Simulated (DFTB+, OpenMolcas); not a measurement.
**CH4OZn (SMILES [CH3][Zn][OH]): the electronic atomisation energy, rung by rung**

The species is CH4OZn (7 atoms), meant as a singlet with charge 0. SMILES: `[CH3][Zn][OH]`. Geometry: relaxed at PBE0-D4/def2-TZVP.

Each level gives the electronic atomisation energy (eV). The values are calculated. Electronic energies at fixed atoms, without zero-point motion or spin-orbit coupling.

| level | kind | program | value (eV) | CPU time (all runs) |
| --- | --- | --- | --- | --- |
| DFTB2-D4 | semi-empirical | DFTB+ | 23.83 | under 2 s |
| HF/cc-pVDZ | Hartree–Fock | OpenMolcas | 16.09 | 24 s |
| SVWN5/cc-pVDZ | LDA | OpenMolcas | 26.40 | 45 s |
| revPBE/cc-pVDZ | GGA | OpenMolcas | 22.37 | 61 s |
| TPSS/cc-pVDZ | meta-GGA | OpenMolcas | 23.00 | 80 s |
| BHLYP/cc-pVDZ | global hybrid | OpenMolcas | 21.77 | 54 s |
| PBE0/cc-pVDZ | global hybrid | OpenMolcas | 22.70 | 54 s |

The values span 16.09 to 26.40 eV. CPU times are rough (shared hosts, several kinds of processor and program).

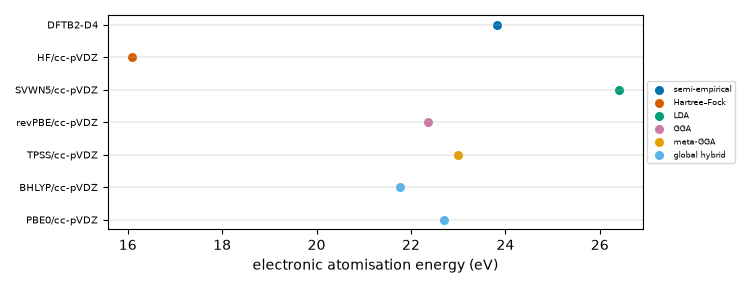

The values of the table, level by level.
